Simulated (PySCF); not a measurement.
# C5H11Ga: the cost of one run

Programs: PySCF 2.14.0, with routines of our own; each step states its level. All values are computed. Atoms count from 0.

## Step 1: The starting structure

17 atoms, charge 0, multiplicity 1; geometry from: GFN2-xTB.

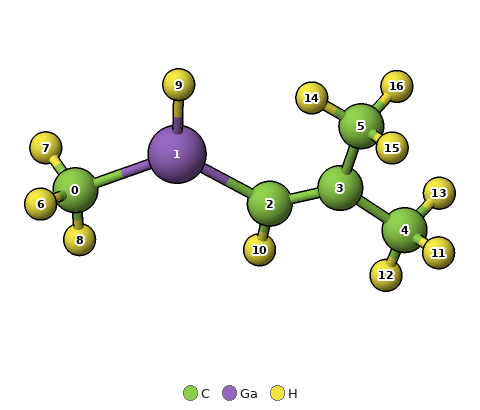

The starting geometry (carbon green, gallium purple, hydrogen yellow); sticks join atoms by distance alone.

## Step 2: Magnetic properties: GIAO wB97X-D/pcSseg-1

The job: settings as JSON, then the geometry in Å.

```
{"job": {"kind": "mag", "xc": "wB97X-D", "basis": "pcSseg-1", "isotopologues": 2}, "charge": 0, "multiplicity": 1}
C      3.505162    -0.383747     0.263463
Ga     1.689757     0.526119     0.189819
C      0.001882    -0.535385    -0.035880
C     -1.259743    -0.106113    -0.115702
C     -2.432597    -1.030617    -0.280794
C     -1.613676     1.348855    -0.045967
H      4.182195     0.010628    -0.501084
H      3.993045    -0.228013     1.231045
H      3.414661    -1.463843     0.106477
H      1.685223     2.118183     0.331019
H      0.167366    -1.616523    -0.097735
H     -2.996340    -0.767269    -1.175609
H     -2.115114    -2.067345    -0.360262
H     -3.104874    -0.935292     0.571861
H     -0.711936     1.950615     0.087516
H     -2.116851     1.657319    -0.962635
H     -2.295158     1.534458     0.784558
```

With the program's defaults for keys left out, this is: GIAO wB97X-D/pcSseg-1 magnetisability, rotational g tensor and spin-rotation constants, non-relativistic, gas phase.

Run with:

```console
> OMP_NUM_THREADS=1 python excited_run.py task.json out
```

One launch serves the whole session: the jobs run in the order shown.

**Question.** How long does this first job take on 1 thread of Arm Neoverse V1, shared host, and how much memory does it need?

About 48 s, with a peak of 0.95 GiB.
